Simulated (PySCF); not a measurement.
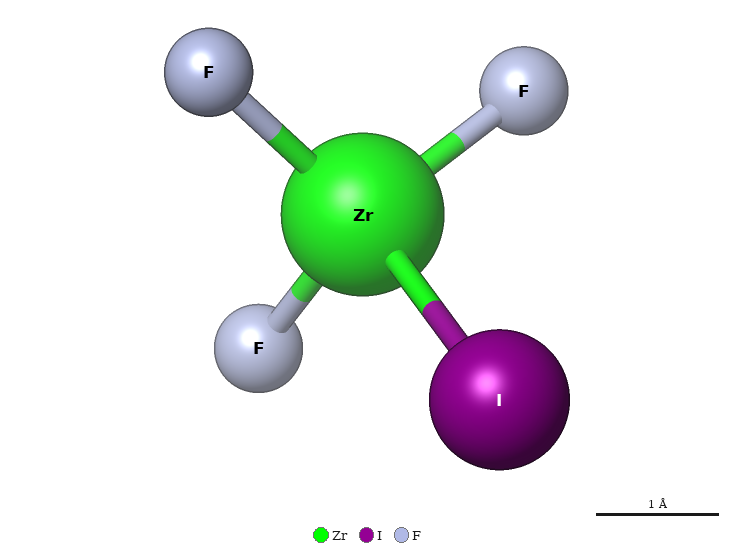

Distant atoms are faded towards the background colour. Charge 0, singlet. Computed geometry: PBE0-D3(BJ)/def2-SVP optimisation. No frequency run is at hand to confirm it as a minimum. Masses are those of the most abundant isotopes; constants are for the rigid equilibrium geometry.

**What kind of rotor is it, and what are its rotational constants in cm⁻¹?**

A prolate symmetric top (C3v): A = 0.0940, B = C = 0.0240 cm⁻¹.
